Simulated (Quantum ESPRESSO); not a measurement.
# The valence band of MoS2 as photoemission sees it, part 12 of 15

Wanted: projected DOS of MoS2, weighted into photoemission and X-ray emission spectra, at several levels of theory.

Quantum ESPRESSO 7.5; DFT, LDA, plane waves, ultrasoft GBRV pseudopotentials, scalar-relativistic (the session's first sound run).

So far. Step 6 (With a Hubbard U: self-consistent run): The run ends at a pressure of -2.31 GPa, with forces up to 0.087 eV/Å. Step 10 (With PBEsol: self-consistent run): At this level the gap is 0.91 eV on the k-mesh of the self-consistent run, which can miss the band edges.

## 13. With PBEsol: bands

Level of this step: DFT, PBEsol, plane waves, ultrasoft GBRV pseudopotentials, scalar-relativistic (Quantum ESPRESSO).

The bands are solved at chosen points on the fixed potential.

The input, bands.in:

```
&control
  calculation = 'bands'
  prefix = 'pes'
  outdir = './tmp'
  pseudo_dir = './pp'
  verbosity = 'high'
/
&system
  ibrav = 0
  nat = 3
  ntyp = 2
  ecutwfc = 40.0
  ecutrho = 200.0
  occupations = 'smearing'
  nbnd = 23
  smearing = 'fd'
  degauss = 0.00147
/
&electrons
  conv_thr = 1.8e-08
  mixing_beta = 0.5
  electron_maxstep = 120
  diago_full_acc = .true.
/
ATOMIC_SPECIES
Mo 95.9500 mo_pbesol_v1.uspp.F.UPF
S 32.0600 s_pbesol_v1.4.uspp.F.UPF
CELL_PARAMETERS angstrom
 1.580000000 0.912213425 6.150000000
 -1.580000000 0.912213425 6.150000000
 0.000000000 -1.824426851 6.150000000
ATOMIC_POSITIONS crystal
Mo 0.000000000 0.000000000 0.000000000
S 0.417000000 0.417000000 0.417000000
S 0.250000000 0.250000000 0.250000000
K_POINTS crystal
87
 0.00000000 0.00000000 0.00000000 1
 0.04166667 0.04166667 0.04166667 1
 0.08333333 0.08333333 0.08333333 1
 0.12500000 0.12500000 0.12500000 1
 0.16666667 0.16666667 0.16666667 1
 0.20833333 0.20833333 0.20833333 1
 ! [... 79 more points ...]
 0.04166667 0.00000000 0.04166667 1
 0.00000000 0.00000000 0.00000000 1
```

Run with:

```
OMP_NUM_THREADS=1 mpirun -n 4 pw.x -nk 4 -in bands.in > bands.out
```

The program printed:

```text
[banner, memory and clock lines left out]
Program PWSCF v.7.5 starts

          URL

     Atomic positions and unit cell read from directory:
     ./tmp/pes.save/

     Message from routine setup:
     using ibrav=0 with symmetry is DISCOURAGED, use correct ibrav instead

     G-vector sticks info

     bravais-lattice index     =            0
     lattice parameter (alat)  =      12.1224  a.u.
     unit-cell volume          =     358.9025 (a.u.)^3
     number of atoms/cell      =            3
     number of atomic types    =            2
     number of electrons       =        26.00
     number of Kohn-Sham states=           23
     kinetic-energy cutoff     =      40.0000  Ry
     charge density cutoff     =     200.0000  Ry
     Exchange-correlation= SLA  PW   PSX  PSC
                           (   1   4  10   8   0   0   0)

     celldm(1)=  12.122418  celldm(2)=   0.000000  celldm(3)=   0.000000
     celldm(4)=   0.000000  celldm(5)=   0.000000  celldm(6)=   0.000000

     crystal axes: (cart. coord. in units of alat)
               a(1) = (   0.246301   0.142202   0.958704 )
               a(2) = (  -0.246301   0.142202   0.958704 )
               a(3) = (   0.000000  -0.284404   0.958704 )

     reciprocal axes: (cart. coord. in units 2 pi/alat)
               b(1) = (  2.030034  1.172041  0.347691 )
               b(2) = ( -2.030034  1.172041  0.347691 )
               b(3) = (  0.000000 -2.344081  0.347691 )

     PseudoPot. # 1 for Mo read from file:
     ./pp/mo_pbesol_v1.uspp.F.UPF
     Pseudo is Ultrasoft + core correction, Zval = 14.0
     Generated by new atomic code, or converted to UPF format
     Using radial grid of  889 points,  6 beta functions with:
                l(1) =   0
                l(2) =   0
                l(3) =   1
                l(4) =   1
                l(5) =   2
                l(6) =   2
     Q(r) pseudized with  6 coefficients,  rinner =    1.000   1.000   1.000
                                                       1.000   1.000

     PseudoPot. # 2 for S  read from file:
     ./pp/s_pbesol_v1.4.uspp.F.UPF
     Pseudo is Ultrasoft + core correction, Zval =  6.0
     Generated by new atomic code, or converted to UPF format
     Using radial grid of  907 points,  6 beta functions with:
                l(1) =   0
                l(2) =   0
                l(3) =   1
                l(4) =   1
                l(5) =   2
                l(6) =   2
     Q(r) pseudized with  8 coefficients,  rinner =    1.300   1.300   1.300
                                                       1.300   1.300

     atomic species   valence    mass     pseudopotential
     Mo               14.00    95.95000     Mo( 1.00)
     S                 6.00    32.06000     S ( 1.00)

      6 Sym. Ops. (no inversion) found

                                    s                        frac. trans.

      isym =  1     identity

 cryst.   s( 1) = (     1          0          0      )
                  (     0          1          0      )
                  (     0          0          1      )

 cart.    s( 1) = (  1.0000000 -0.0000000 -0.0000000 )
                  ( -0.0000000  1.0000000 -0.0000000 )
                  ( -0.0000000  0.0000000  1.0000000 )

      isym =  2     120 deg rotation - cryst. axis [0,0,1]

 cryst.   s( 2) = (     0          1          0      )
                  (     0          0          1      )
                  (     1          0          0      )

 cart.    s( 2) = ( -0.5000000 -0.8660254 -0.0000000 )
                  (  0.8660254 -0.5000000 -0.0000000 )
                  ( -0.0000000 -0.0000000  1.0000000 )

      isym =  3     120 deg rotation - cryst. axis [0,0,-1]

 cryst.   s( 3) = (     0          0          1      )
                  (     1          0          0      )
                  (     0          1          0      )

 cart.    s( 3) = ( -0.5000000  0.8660254  0.0000000 )
                  ( -0.8660254 -0.5000000 -0.0000000 )
                  ( -0.0000000 -0.0000000  1.0000000 )

      isym =  4     inv. 180 deg rotation - cart. axis [1,0,0]

 cryst.   s( 4) = (     0          1          0      )
                  (     1          0          0      )
                  (     0          0          1      )

 cart.    s( 4) = ( -1.0000000 -0.0000000 -0.0000000 )
                  ( -0.0000000  1.0000000 -0.0000000 )
                  ( -0.0000000  0.0000000  1.0000000 )

      isym =  5     inv. 180 deg rotation - cryst. axis [0,1,0]

 cryst.   s( 5) = (     1          0          0      )
                  (     0          0          1      )
                  (     0          1          0      )

 cart.    s( 5) = (  0.5000000  0.8660254  0.0000000 )
                  (  0.8660254 -0.5000000 -0.0000000 )
                  ( -0.0000000 -0.0000000  1.0000000 )

      isym =  6     inv. 180 deg rotation - cryst. axis [1,1,0]

 cryst.   s( 6) = (     0          0          1      )
                  (     0          1          0      )
                  (     1          0          0      )

 cart.    s( 6) = (  0.5000000 -0.8660254 -0.0000000 )
                  ( -0.8660254 -0.5000000 -0.0000000 )
                  ( -0.0000000 -0.0000000  1.0000000 )

   Cartesian axes

     site n.     atom                  positions (alat units)
         1        Mo     tau(   1) = (   0.0000000   0.0000000   0.0000000  )
         2        S      tau(   2) = (  -0.0000000  -0.0000000   1.1993393  )
         3        S      tau(   3) = (   0.0000000  -0.0000000   0.7190283  )

   Crystallographic axes

     site n.     atom                  positions (cryst. coord.)
         1        Mo     tau(   1) = (  0.0000000  0.0000000  0.0000000  )
         2        S      tau(   2) = (  0.4170000  0.4170000  0.4170000  )
         3        S      tau(   3) = (  0.2500000  0.2500000  0.2500000  )

     number of k points=    87  Fermi-Dirac smearing, width (Ry)=  0.0015
                       cart. coord. in units 2pi/alat
        k(    1) = (   0.0000000   0.0000000   0.0000000), wk =   0.0229885
        k(    2) = (  -0.0000000  -0.0000000   0.0434614), wk =   0.0229885
        k(    3) = (  -0.0000000  -0.0000000   0.0869229), wk =   0.0229885
        k(    4) = (  -0.0000000   0.0000000   0.1303843), wk =   0.0229885
        k(    5) = (  -0.0000000  -0.0000000   0.1738457), wk =   0.0229885
        k(    6) = (  -0.0000000   0.0000000   0.2173071), wk =   0.0229885
        k(    7) = (  -0.0000000   0.0000000   0.2607686), wk =   0.0229885
        k(    8) = (  -0.0000000   0.0000000   0.3042300), wk =   0.0229885
        k(    9) = (  -0.0000000   0.0000000   0.3476914), wk =   0.0229885
        k(   10) = (  -0.0000000  -0.0000000   0.3911529), wk =   0.0229885
[...]
k =-0.0000-0.0000 0.1738 (  1487 PWs)   bands (ev):

   -50.4154 -24.6077 -24.3700 -24.3700  -3.9877  -2.3912   4.2302   7.5954
     7.5954   8.7493   8.7493   8.9329  10.5659  13.1265  13.1265  13.5180
    13.5180  16.4925  19.1658  19.6915  21.0648  21.0648  22.9497

          k =-0.0000 0.0000 0.2173 (  1493 PWs)   bands (ev):

   -50.4154 -24.6077 -24.3700 -24.3700  -3.9611  -2.4396   4.3352   7.5937
     7.5937   8.6894   8.7525   8.7525  10.6957  13.1367  13.1367  13.5031
    13.5031  16.5044  19.2207  19.8385  21.0425  21.0425  22.9872

          k =-0.0000 0.0000 0.2608 (  1499 PWs)   bands (ev):

   -50.4154 -24.6077 -24.3701 -24.3701  -3.9308  -2.4929   4.4546   7.5919
     7.5919   8.4499   8.7561   8.7561  10.8062  13.1482  13.1482  13.4865
    13.4865  16.5162  19.2808  20.0115  21.0166  21.0166  23.0365

          k =-0.0000 0.0000 0.3042 (  1517 PWs)   bands (ev):

   -50.4155 -24.6078 -24.3701 -24.3701  -3.8985  -2.5479   4.5825   7.5901
     7.5901   8.2203   8.7596   8.7596  10.8980  13.1606  13.1606  13.4692
    13.4692  16.5270  19.3425  20.2040  20.9889  20.9889  23.0955

          k =-0.0000 0.0000 0.3477 (  1524 PWs)   bands (ev):

[...]
13.4522  16.5362  19.4019  20.4067  20.9617  20.9617  23.0690

          k =-0.0000-0.0000 0.3912 (  1524 PWs)   bands (ev):

[...]
13.4366  16.5436  19.4544  20.6058  20.9376  20.9376  22.9049

          k =-0.0000-0.0000 0.4346 (  1521 PWs)   bands (ev):

[...]
13.4238  16.5488  19.4960  20.7819  20.9186  20.9186  22.7618

          k =-0.0000 0.0000 0.4781 (  1539 PWs)   bands (ev):

[...]
13.4153  16.5520  19.5227  20.9065  20.9065  20.9078  22.6594

          k =-0.0000 0.0000 0.5215 (  1536 PWs)   bands (ev):

[...]
13.4123  16.5531  19.5319  20.9023  20.9023  20.9545  22.6213

          k = 0.1078 0.0000 0.5215 (  1520 PWs)   bands (ev):

[...]
13.3798  16.7098  19.6782  20.7550  20.9736  21.0066  22.6033

          k = 0.2156 0.0000 0.5215 (  1520 PWs)   bands (ev):

[...]
13.4533  17.1447  20.0387  20.4549  20.9745  21.2901  22.3530

          k = 0.3235 0.0000 0.5215 (  1524 PWs)   bands (ev):

[...]
13.7177  17.7809  20.0125  20.5055  20.9297  21.6212  22.0474

          k = 0.4313 0.0000 0.5215 (  1526 PWs)   bands (ev):

[...]
k = 0.5391 0.0000 0.5215 (  1526 PWs)   bands (ev):

[...]
k = 0.6469 0.0000 0.5215 (  1530 PWs)   bands (ev):

[...]
k = 0.7547 0.0000 0.5215 (  1532 PWs)   bands (ev):

[...]
k = 0.8625 0.0000 0.5215 (  1532 PWs)   bands (ev):

[...]
k = 0.9704 0.0000 0.5215 (  1544 PWs)   bands (ev):

[...]
k = 1.0782 0.0000 0.5215 (  1552 PWs)   bands (ev):

[...]
k = 1.1860 0.0000 0.5215 (  1552 PWs)   bands (ev):

[...]
k = 1.2938 0.0000 0.5215 (  1550 PWs)   bands (ev):

[...]
k = 1.3831-0.0516 0.1738 (  1550 PWs)   bands (ev):

[...]
k = 1.3525 0.0016 0.1738 (  1554 PWs)   bands (ev):

[...]
k = 1.3218 0.0547 0.1738 (  1554 PWs)   bands (ev):

[...]
k = 1.2911 0.1078 0.1738 (  1554 PWs)   bands (ev):

[...]
k = 0.3383 0.1953 0.0579 (  1525 PWs)   bands (ev):

[...]
k = 0.2538 0.1465 0.0435 (  1516 PWs)   bands (ev):

[...]
k = 0.1692 0.0977 0.0290 (  1510 PWs)   bands (ev):

[...]
k = 0.0846 0.0488 0.0145 (  1510 PWs)   bands (ev):

[...]
k = 0.0000 0.0000 0.0000 (  1511 PWs)   bands (ev):

[...]
k = 0.1153-0.0000-0.0000 (  1508 PWs)   bands (ev):

[...]
k = 0.2305 0.0000 0.0000 (  1508 PWs)   bands (ev):

[...]
k = 0.3458-0.0000-0.0000 (  1524 PWs)   bands (ev):

[...]
k = 0.4610 0.0000-0.0000 (  1526 PWs)   bands (ev):

[...]
k = 0.5763-0.0000-0.0000 (  1528 PWs)   bands (ev):

[...]
k = 0.6916-0.0000-0.0000 (  1528 PWs)   bands (ev):

[...]
k = 0.8068-0.0000-0.0000 (  1530 PWs)   bands (ev):

[...]
k = 0.9221-0.0000 0.0000 (  1540 PWs)   bands (ev):

[...]
k = 1.0373 0.0000 0.0000 (  1542 PWs)   bands (ev):

[...]
k = 1.1526-0.0000 0.0000 (  1548 PWs)   bands (ev):

[...]
k = 1.2679 0.0000-0.0000 (  1552 PWs)   bands (ev):

[...]
k = 1.3831-0.0000-0.0000 (  1552 PWs)   bands (ev):

[...]
k = 1.3385-0.0258 0.3477 (  1552 PWs)   bands (ev):

[...]
k = 1.3115-0.0725 0.3477 (  1546 PWs)   bands (ev):

[...]
k = 1.2846-0.1192 0.3477 (  1542 PWs)   bands (ev):

[...]
k = 1.2576-0.1658 0.3477 (  1538 PWs)   bands (ev):

[...]
k = 1.2307-0.2125 0.3477 (  1544 PWs)   bands (ev):

[...]
k = 1.2037-0.2592 0.3477 (  1538 PWs)   bands (ev):

[...]
k = 1.1767-0.3059 0.3477 (  1540 PWs)   bands (ev):

[...]
k = 1.1498-0.3526 0.3477 (  1540 PWs)   bands (ev):

[...]
k = 1.1228-0.3993 0.3477 (  1540 PWs)   bands (ev):

[...]
k = 1.0959-0.4460 0.3477 (  1538 PWs)   bands (ev):

[...]
k = 1.0689-0.4926 0.3477 (  1534 PWs)   bands (ev):

[...]
k = 1.0420-0.5393 0.3477 (  1536 PWs)   bands (ev):

[...]
k = 1.0150-0.5860 0.3477 (  1538 PWs)   bands (ev):

[...]
k = 0.6767-0.3907 0.2318 (  1531 PWs)   bands (ev):

[...]
k = 0.5921-0.3418 0.2028 (  1526 PWs)   bands (ev):

[...]
14.5088  18.1354  18.8683  19.6497  20.8901  22.0457  22.7109

          k = 0.5075-0.2930 0.1738 (  1526 PWs)   bands (ev):

[...]
14.2908  18.3628  19.1156  19.9831  20.6299  21.9180  23.0729

          k = 0.4229-0.2442 0.1449 (  1528 PWs)   bands (ev):

[...]
14.0453  18.3651  19.5145  19.8551  20.6610  21.5890  22.8954

          k = 0.3383-0.1953 0.1159 (  1520 PWs)   bands (ev):

[...]
13.7877  18.0288  19.6108  19.9691  20.8469  21.2155  22.3637

          k = 0.2538-0.1465 0.0869 (  1517 PWs)   bands (ev):

   -50.4093 -24.5954 -24.4319 -24.3840  -3.7862  -2.2387   4.3385   7.1254
     7.8428   7.9760   8.4006   9.6284  10.2096  12.8527  13.0832  13.2198
    13.5446  17.4927  19.5337  19.9617  20.8372  21.4718  21.8534

          k = 0.1692-0.0977 0.0579 (  1508 PWs)   bands (ev):

   -50.4126 -24.6021 -24.3984 -24.3765  -3.9248  -2.2692   4.1714   7.3697
     7.7099   8.3393   8.5778   9.6973  10.1648  13.0124  13.2172  13.2772
    13.4296  16.9732  19.4569  19.5745  20.9601  21.4505  22.0581

          k = 0.0846-0.0488 0.0290 (  1508 PWs)   bands (ev):

   -50.4147 -24.6063 -24.3773 -24.3717  -4.0100  -2.2875   4.0640   7.5384
     7.6270   8.6253   8.6990   9.7541  10.0223  13.0756  13.1566  13.4516
    13.5117  16.6014  19.1804  19.4501  21.0643  21.1928  22.6322

          k = 0.0000 0.0000 0.0000 (  1511 PWs)   bands (ev):

   -50.4154 -24.6077 -24.3701 -24.3701  -4.0388  -2.2936   4.0272   7.5989
     7.5989   8.7425   8.7425   9.8272   9.8918  13.1069  13.1069  13.5476
    13.5476  16.4646  19.0535  19.4227  21.1039  21.1039  22.8991

     XML data file, pseudopotentials, collected wavefunctions

                                        0.00s GPU  (    1260 calls)
```

The job ended after 35 s (4 MPI ranks of Arm Neoverse V2, shared host).

This step gave:

| Quantity | Value |
| --- | --- |
| gap on the path | 0.8899 eV |
| least direct gap on the path | 1.710 eV |
| valence top on path | -1.00e-4 eV |

The electronic bands at the labelled points (eV, zero at the valence-band maximum; v1 is the highest filled band, c1 the lowest empty one):

```tsv
point	v4	v3	v2	v1	c1	c2	c3	c4
Γ	-2.36	-2.36	-1.27	-1.21	2.01	2.01	2.45	2.45
T	-3.51	-2.33	-2.33	0.00	2.10	2.10	2.31	2.31
H2	-4.43	-3.81	-2.83	-0.82	0.95	2.25	3.00	4.22
jump to H0	-4.43	-3.81	-2.83	-0.82	0.95	2.25	3.00	4.22
L	-4.09	-2.36	-1.68	-1.53	1.56	1.99	3.42	3.49
Γ	-2.36	-2.36	-1.27	-1.21	2.01	2.01	2.45	2.45
S0	-4.43	-3.74	-2.88	-0.81	0.92	2.26	2.98	4.24
jump to S2	-4.43	-3.74	-2.88	-0.81	0.92	2.26	2.98	4.24
F	-4.01	-2.94	-1.86	-1.36	1.52	2.11	2.95	3.92
Γ	-2.36	-2.36	-1.27	-1.21	2.01	2.01	2.45	2.45
```

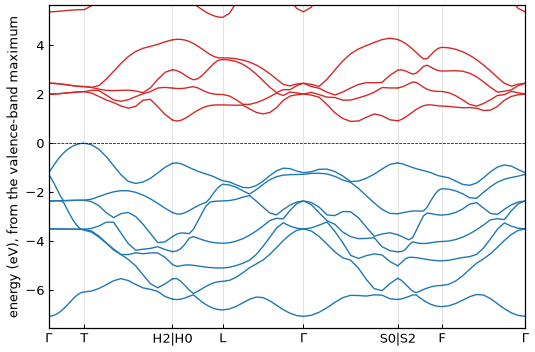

Electronic bands along the path; lines of filled and empty bands in two colours.

The two runs compared:

```tsv
quantity	this run	base run	difference
gap on the path (eV)	0.8899	0.8577	0.0322
least direct gap on the path (eV)	1.7105	1.7085	0.00200
```

One result that differs is the gap on the path, 0.890 eV against 0.858 eV.

At this level the gap is 0.89 eV on the path.

## 14. Another try: self-consistent run

In this try the input is made faulty on purpose, to show what that does.

This step: DFT, LDA, plane waves, ultrasoft GBRV pseudopotentials, scalar-relativistic; changed: ecut_rho = 40 (Quantum ESPRESSO 7.5).

The input, scf.in:

```
&control
  calculation = 'scf'
  prefix = 'pes'
  outdir = './tmp'
  pseudo_dir = './pp'
  tprnfor = .true.
  tstress = .true.
/
&system
  ibrav = 0
  nat = 3
  ntyp = 2
  ecutwfc = 40.0
  ecutrho = 200.0
  occupations = 'smearing'
  nbnd = 23
  smearing = 'fd'
  degauss = 0.00147
  ecut_rho = 40
/
&electrons
  conv_thr = 1.8e-08
  mixing_beta = 0.5
  electron_maxstep = 50
/
ATOMIC_SPECIES
Mo 95.9500 mo_lda_v1.uspp.F.UPF
S 32.0600 s_lda_v1.4.uspp.F.UPF
CELL_PARAMETERS angstrom
 1.580000000 0.912213425 6.150000000
 -1.580000000 0.912213425 6.150000000
 0.000000000 -1.824426851 6.150000000
ATOMIC_POSITIONS crystal
Mo 0.000000000 0.000000000 0.000000000
S 0.417000000 0.417000000 0.417000000
S 0.250000000 0.250000000 0.250000000
K_POINTS automatic
10 10 10 0 0 0
```

Run with:

```
OMP_NUM_THREADS=1 mpirun -n 4 pw.x -nk 4 -in scf.in > scf.out
```

The program printed:

```text
[banner, memory and clock lines left out]
Program PWSCF v.7.5 starts

          URL

 %%%%%%%%%%%%%%%%%%%%%%%%%%%%%%%%%%%%%%%%%%%%%%%%%%%%%%%%%%%%%%%%%%%%%%%%%%%%%%
     Error in routine  read_namelists (1):
      bad line in namelist &system: "  ecut_rho = 40" (error could be in the previous line)
 %%%%%%%%%%%%%%%%%%%%%%%%%%%%%%%%%%%%%%%%%%%%%%%%%%%%%%%%%%%%%%%%%%%%%%%%%%%%%%

     stopping ...
MPI_ABORT was invoked on rank 2 in communicator MPI_COMM_WORLD
  Errorcode: 1

NOTE: invoking MPI_ABORT causes Open MPI to kill all MPI processes.
You may or may not see output from other processes, depending on
exactly when Open MPI kills them.

"abort". This may have caused other processes in the application to be
terminated by signals sent by prterun (as reported here).
```

Wall time 0.48 s (4 MPI ranks).

The input was rejected at the start.

The program's message: “Error in routine  read_namelists (1): bad line in namelist &system: "  ecut_rho = 40" (error could be in the previous line)”

A key was misspelt on purpose.

(Continued in part 13 of 15.)

[Logs are printed without paths, hosts, clocks, repeated set-up lines and the standing remarks that a program may print on its own settings, such as how far it seeks lower states.]

[Hosts, paths, dates, database ids (printed as entryN), source tags and the programs' standing remarks are cut or masked in the printed files.]

[Maps of the electrostatic potential energy from Ansatz leave out the sawtooth potential of an applied field or a dipole correction, so their vacuum need not be flat; work functions include it.]

[Peak lists hold at most the 14 tallest peaks of each spectrum; further lines can be left out.]
